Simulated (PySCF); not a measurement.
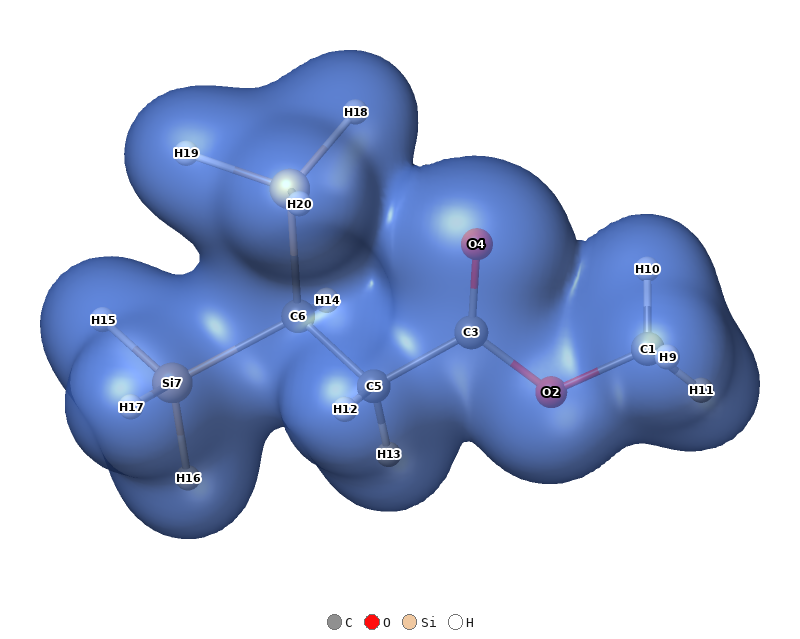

Figure 1: C$_{4}$H$_{12}$O$_{2}$Si$_{2}$ (SMILES COC(=O)CC([SiH3])[SiH3]). Isosurface of the total electron density at 0.1 e/Å³ (blue), seen at an oblique angle.

Geometry: GFN2-xTB.

These are results of PBE0/pcSseg-1, SCF density, gas phase, non-relativistic in PySCF, not measurements.

The calculation's input:

```
{"job": {"kind": "nmr", "xc": "PBE0", "basis": "pcSseg-1"}, "charge": 0, "multiplicity": 1}
C      3.570305    -0.068680    -0.311306
O      2.357060     0.656116    -0.138691
C      1.216671    -0.015269    -0.288887
O      1.164555    -1.196016    -0.537234
C      0.005248     0.851832    -0.109250
C     -1.120168     0.066699     0.560007
Si    -2.682791     1.144682     0.668715
Si    -1.394936    -1.628008    -0.300313
H      3.875362    -0.029936    -1.358573
H      3.431801    -1.109700    -0.014398
H      4.316602     0.416043     0.313912
H     -0.306825     1.164904    -1.110616
H      0.286443     1.748081     0.448229
H     -0.802187    -0.149721     1.585177
H     -3.722147     0.443591     1.418275
H     -2.356307     2.398123     1.362250
H     -3.150084     1.475918    -0.679696
H     -0.666954    -2.724728     0.325484
H     -2.824454    -1.933235    -0.094415
H     -1.202343    -1.500019    -1.741707
```

Launched as:

```sh
OMP_NUM_THREADS=1 python probes_run.py task.json out
```

> Which contacts does the surface bridge?

At this value the surface is in one piece. It bridges the sampled C–O (1.21 Å), C–C (1.50 Å), C–Si (1.90 Å) and C–H (1.09 Å) contacts, where the density stays above the isovalue. On the grid the lowest density along these lines, outside the cores, is 2.9 e/Å³ (C–O, 1.21 Å), 1.8 e/Å³ (C–C, 1.50 Å), 0.76 e/Å³ (C–Si, 1.90 Å) and 1.9 e/Å³ (C–H, 1.09 Å).
